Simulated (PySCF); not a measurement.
## NMR shielding calculation, with input and output: C₅H₉BO₃

The run: NMR shielding calculation of C₅H₉BO₃. Method and program: GIAO PBE0/pcSseg-1 NMR shielding, non-relativistic, gas phase (PySCF 2.14.0).

The geometry comes from this level: GFN2-xTB. Figures and captions count atoms from 1; the log counts them from 0 in places.

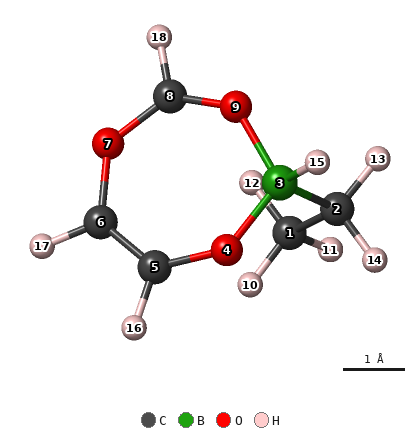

*The structure as given in the input (ball-and-stick view, seen at a tilt; atoms are numbered from 1 in the order of the input).*

Bond lengths as drawn: B–C 1.65 Å, B–H 1.18 Å, B–O 1.46 to 1.52 Å, C–C 1.35 to 1.52 Å, C–H 1.08 to 1.09 Å and C–O 1.25 to 1.38 Å.

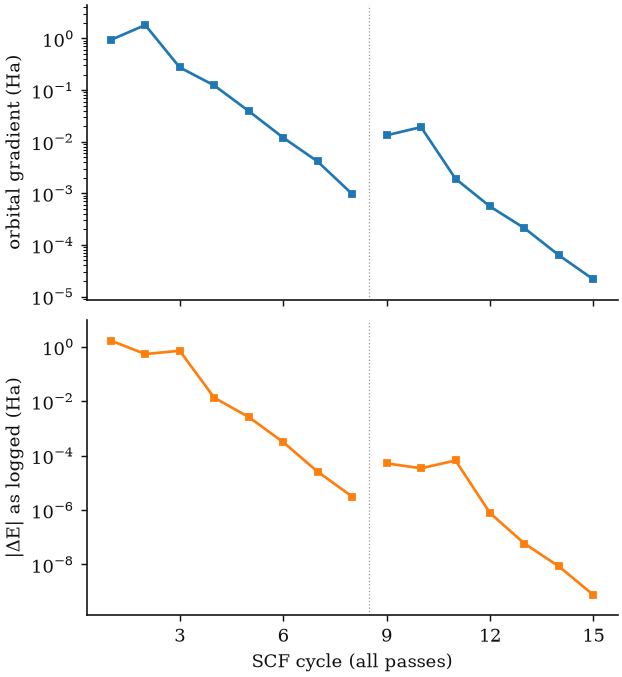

*Convergence of the self-consistent field: orbital gradient and size of the energy change against the SCF cycle. The dotted line marks the change from a coarse to the final integration grid.*

The first 8 cycles use a coarse grid, the final grid takes over at cycle 9, and the field converges after 15 cycles in all.

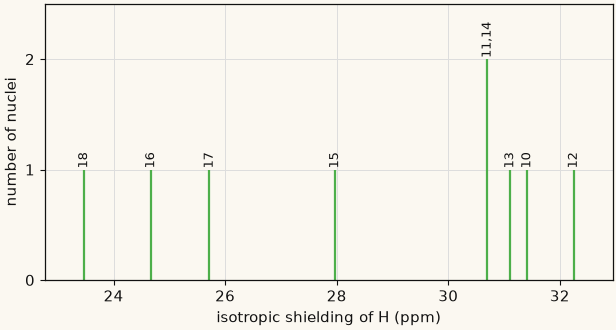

*Isotropic shieldings of the hydrogen nuclei in this fixed geometry, labelled by atom number; shielding grows to the right, so chemical shift grows to the left.*

The least shielded is H18 (23.5 ppm), the most shielded H12 (32.2 ppm).

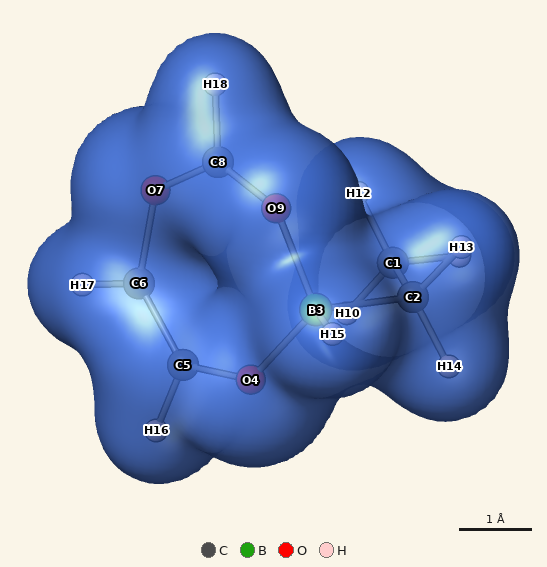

*Isosurface of the electron density at 0.1 e/Å³ (blue), seen at a tilt.*

At this value the surface is in one piece. On the grid the lowest density along these lines, outside the cores, is 2.6 e/Å³ (C–O, 1.25 Å), 2.2 e/Å³ (C–C, 1.35 Å), 1.1 e/Å³ (B–O, 1.46 Å) and 1.1 e/Å³ (C–B, 1.65 Å).

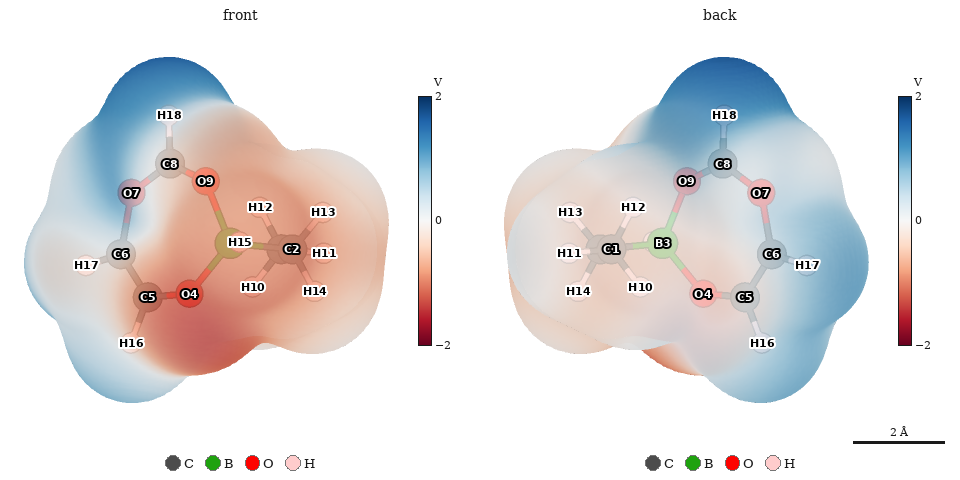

*The electrostatic potential painted on the density surface at 0.001 e/bohr³, seen face on and from behind; the colour scale runs from red (negative) to blue (positive).*

A positive charge is drawn to the negative regions and a negative charge to the positive ones.

The input and output of the run follow.

Input:
```
{"job": {"xc": "PBE0", "basis": "pcSseg-1", "kind": "nmr", "pop": true}, "charge": 0, "multiplicity": 1}
C     -1.541965     0.073784     0.972539
C     -1.696018    -0.105853    -0.533067
B     -0.263395    -0.195253    -1.348479
O      0.524870    -1.329449    -0.869392
C      1.382729    -1.359594     0.103740
C      2.009622    -0.364562     0.768034
O      1.889377     1.001359     0.604068
C      1.135309     1.611247    -0.249681
O      0.369585     1.170201    -1.129536
H     -0.994298    -0.761518     1.407430
H     -2.516123     0.127149     1.456454
H     -1.007419     0.996455     1.205564
H     -2.281377     0.718686    -0.939308
H     -2.246868    -1.025025    -0.729038
H     -0.395243    -0.302165    -2.520804
H      1.661066    -2.368009     0.405515
H      2.716855    -0.576382     1.550496
H      1.244533     2.695248    -0.166195
```

The first line tells a small driver script what to run in PySCF; the rest is the geometry in Å.

Run as:
```bash
OMP_NUM_THREADS=1 python <driver script> task.json out
```

Log:
```
coarse grid: 15360 points
cycle   1  E = -445.6509114260  dE =  1.688e+00  |g| = 9.373e-01  |ddm| = 3.753e+00
cycle   2  E = -445.1099114062  dE =  5.410e-01  |g| = 1.821e+00  |ddm| = 2.212e+00
cycle   3  E = -445.8238764661  dE = -7.140e-01  |g| = 2.752e-01  |ddm| = 1.721e+00
cycle   4  E = -445.8373122389  dE = -1.344e-02  |g| = 1.233e-01  |ddm| = 2.982e-01
cycle   5  E = -445.8399301934  dE = -2.618e-03  |g| = 3.935e-02  |ddm| = 9.813e-02
cycle   6  E = -445.8402427768  dE = -3.126e-04  |g| = 1.201e-02  |ddm| = 3.353e-02
cycle   7  E = -445.8402683789  dE = -2.560e-05  |g| = 4.137e-03  |ddm| = 9.224e-03
cycle   8  E = -445.8402715091  dE = -3.130e-06  |g| = 9.718e-04  |ddm| = 3.321e-03
final grid: 149224 points
cycle   9  E = -445.9207020331  dE = -5.171e-05  |g| = 1.331e-02  |ddm| = 3.158e-02
cycle  10  E = -445.9206679661  dE =  3.407e-05  |g| = 1.919e-02  |ddm| = 1.823e-02
cycle  11  E = -445.9207340425  dE = -6.608e-05  |g| = 1.915e-03  |ddm| = 1.161e-02
cycle  12  E = -445.9207348155  dE = -7.731e-07  |g| = 5.567e-04  |ddm| = 2.064e-03
cycle  13  E = -445.9207348737  dE = -5.817e-08  |g| = 2.110e-04  |ddm| = 5.352e-04
cycle  14  E = -445.9207348821  dE = -8.386e-09  |g| = 6.307e-05  |ddm| = 1.703e-04
cycle  15  E = -445.9207348828  dE = -7.507e-10  |g| = 2.147e-05  |ddm| = 5.578e-05
converged SCF energy = -445.9207348828

GIAO shielding tensors (ppm)
atom      isotropic    diamagn.    paramagn.     s11        s22        s33       span
  0 C      182.310     250.104     -67.793    174.937    177.011    194.983     20.046
  1 C      169.080     250.371     -81.292    162.434    165.603    179.202     16.768
  2 B       98.808     189.408     -90.600     86.598    102.752    107.073     20.475
  3 O      119.927     397.411    -277.484    -23.946     76.940    306.788    330.734
  4 C       37.463     249.501    -212.039    -54.763     55.326    111.825    166.588
  5 C       66.666     253.856    -187.190     -5.706     99.665    106.039    111.745
  6 O       68.469     395.047    -326.578   -100.748     60.547    245.608    346.356
  7 C       19.086     249.713    -230.627    -53.494     24.629     86.122    139.617
  8 O      -11.933     399.710    -411.643   -185.916   -104.152    254.269    440.185
  9 H       31.412      33.263      -1.851     25.964     31.610     36.662     10.697
 10 H       30.684      29.898       0.786     25.172     27.996     38.886     13.714
 11 H       32.246      34.114      -1.867     27.182     33.003     36.555      9.372
 12 H       31.107      31.740      -0.634     27.175     28.316     37.829     10.654
 13 H       30.718      31.441      -0.723     26.900     28.043     37.211     10.311
 14 H       27.968      30.140      -2.172     24.647     27.331     31.925      7.279
 15 H       24.669      28.957      -4.288     21.078     24.964     27.965      6.887
 16 H       25.719      30.043      -4.324     22.189     26.136     28.831      6.642
 17 H       23.468      27.489      -4.021     18.723     24.176     27.504      8.781
```

Results in brief:

- outcome: converged
- total energy: −445.920735 hartree
- HOMO: −6.65 eV
- LUMO: −1.68 eV
- dipole moment: 3.71 D
- isotropic shielding, C: 19.1 to 182.3 ppm
- isotropic shielding, B: 98.8 ppm
- isotropic shielding, O: −11.9 to 119.9 ppm
- isotropic shielding, H: 23.5 to 32.2 ppm
- hardware: 1 CPU thread, shared host
- wall time: 41 s
- peak memory: 0.93 GiB
